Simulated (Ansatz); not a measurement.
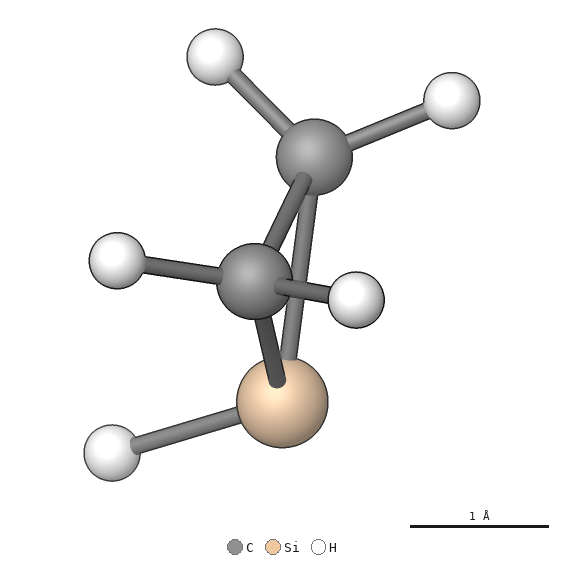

Ball-and-stick drawing of a structure.

The species is neutral and a spin doublet.

What does the picture show?

It has 8 atoms: 2 carbon, 5 hydrogen and 1 silicon (C₂H₅Si). SMILES: `C1C[SiH]1`. Independent rings (smallest set): 1 of 3 members. Among its groups: Si–H bond. The point group is Cs. It is an open-shell species. Coordination, clear cases only: 1 Si trigonal pyramidal.

The parts below concern this one geometry. Atoms keep their numbers from picture to picture. Computed geometry: PBE0-D4/def2-TZVP optimisation. No frequency run is at hand to confirm it as a minimum.

**Shape**

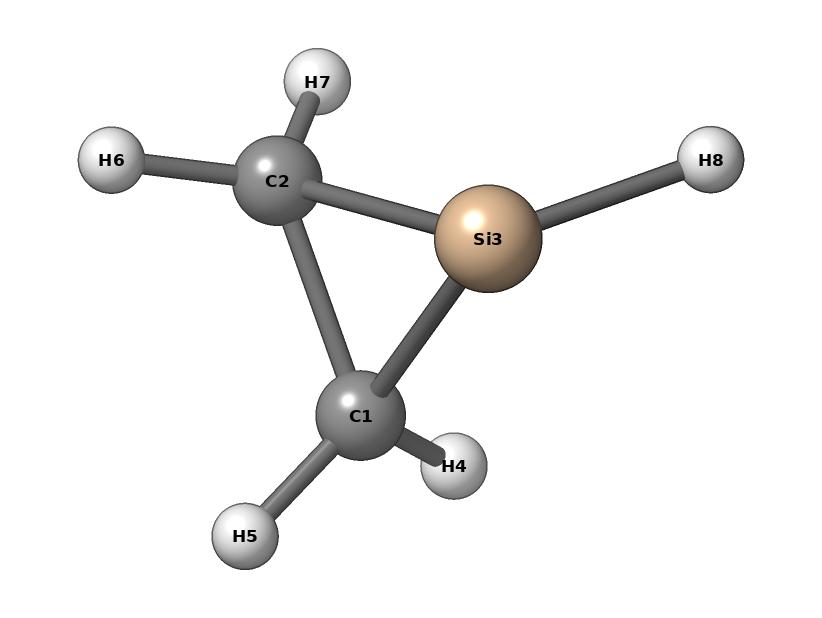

The atoms are numbered. No frequency run is at hand to confirm it as a minimum.

Estimate the angles C2–C1–Si3, C2–C1–H5, C2–C1–H4, Si3–C1–H5, Si3–C1–H4, H4–C1–H5, C1–Si3–C2, C1–Si3–H8.

```tsv
angle	degrees
C2–C1–Si3	65.3
C2–C1–H5	115.4
C2–C1–H4	117.0
Si3–C1–H5	119.8
Si3–C1–H4	119.0
H4–C1–H5	112.5
C1–Si3–C2	49.4
C1–Si3–H8	117.5
```

**Dipole moment**

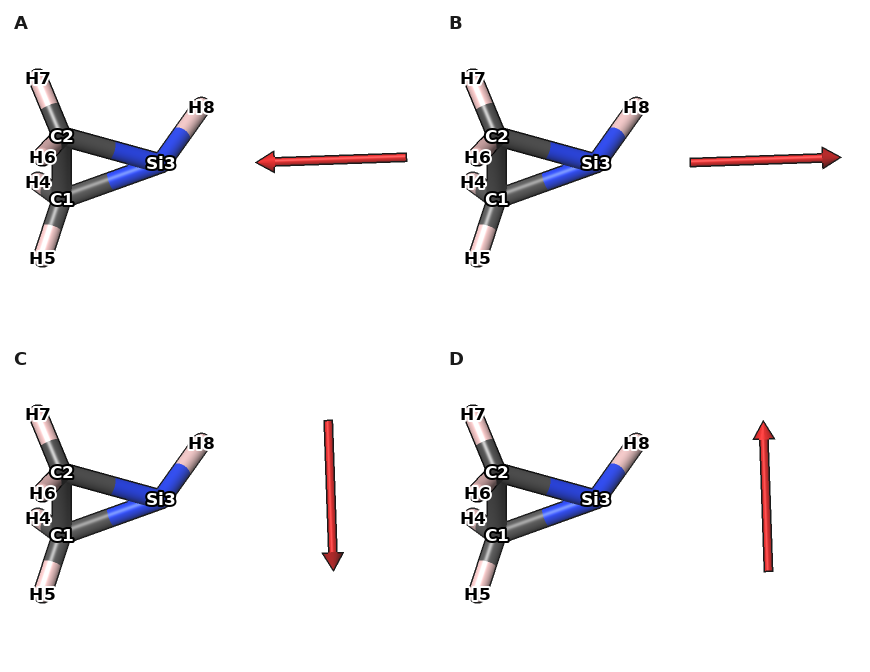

The same molecule four times, each with an arrow. No frequency run is at hand to confirm it as a minimum. Level of theory: UKS PBE0-D4/def2-TZVP (Ansatz 0.2.0).

Which arrow points along the dipole moment, from the negative to the positive end?

A. The dipole moment is 0.28 D; it points from the side of H8 to the side of H4, H5, H6, H7 (the outermost atoms at the two ends).

**Electronic properties**

No frequency run is at hand to confirm it as a minimum. Properties computed with UHF-CCSD(T), frozen core/def2-TZVPP (Ansatz 0.2.0).

What is the T1 diagnostic?

0.013.

What is the ⟨S²⟩ of the determinant?

0.757.

**Charges**

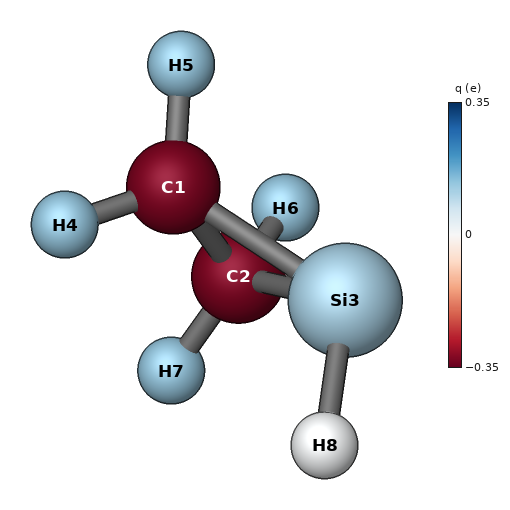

Atoms are coloured by their Mulliken charges. No frequency run is at hand to confirm it as a minimum. Level of theory: UKS PBE0-D4/def2-TZVP (Ansatz 0.2.0).

List the Mulliken charges.

```csv
atom,value (e)
C1,−0.33
C2,−0.33
Si3,0.11
H4,0.13
H5,0.13
H6,0.13
H7,0.13
H8,0.01
```

Mulliken values depend strongly on the basis set and can even reverse the polarity of a bond.
